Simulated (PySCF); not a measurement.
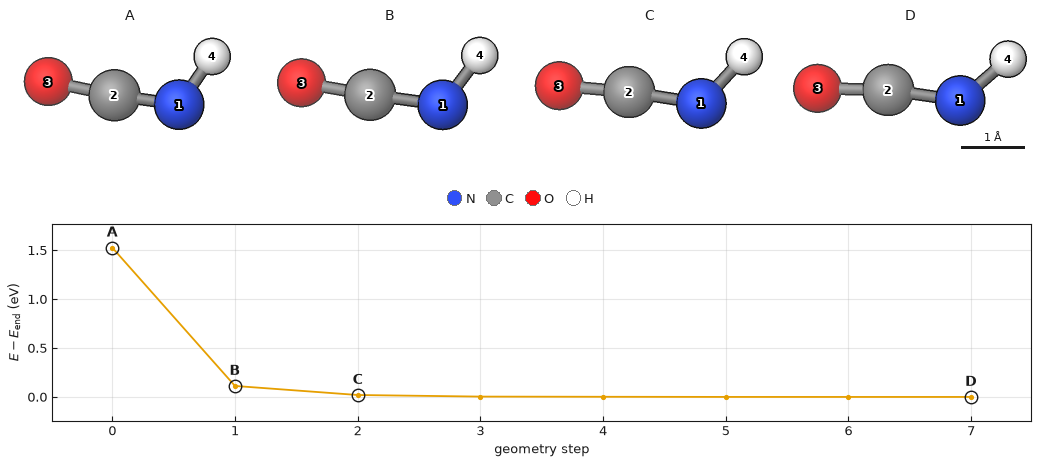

Frames of a relaxation of CHNO, marked on the history of the run. The picture is a ball-and-stick view, seen at a tilt.

The start comes from MMFF94s. Its atoms were then displaced at random by about 0.03 Å.

Computed with PBE0-D3(BJ)/def2-SVP geometry optimisation, gas phase in PySCF. 

Question: What happens along the run?

Answer: The energy falls by 1.527 eV in 7 geometry steps. H4 moves most after the best rigid fit: 0.27 Å. By element the largest moves are H 0.27 Å, O 0.20 Å, C 0.14 Å, N 0.07 Å. Some distances before and after: N1–C2 1.085 → 1.210 Å, N1–H4 0.936 → 1.008 Å, C2–O3 1.134 → 1.165 Å. Bond angles that change, for instance: C2–N1–H4 112.7° → 128.3°, N1–C2–O3 176.1° → 173.0°. From step 0 to 1: H4 moves most (0.12 Å), energy −1.414 eV. From step 1 to 2: H4 moves most (0.08 Å), energy −0.093 eV. From step 2 to 7: H4 moves most (0.08 Å), energy −0.020 eV.
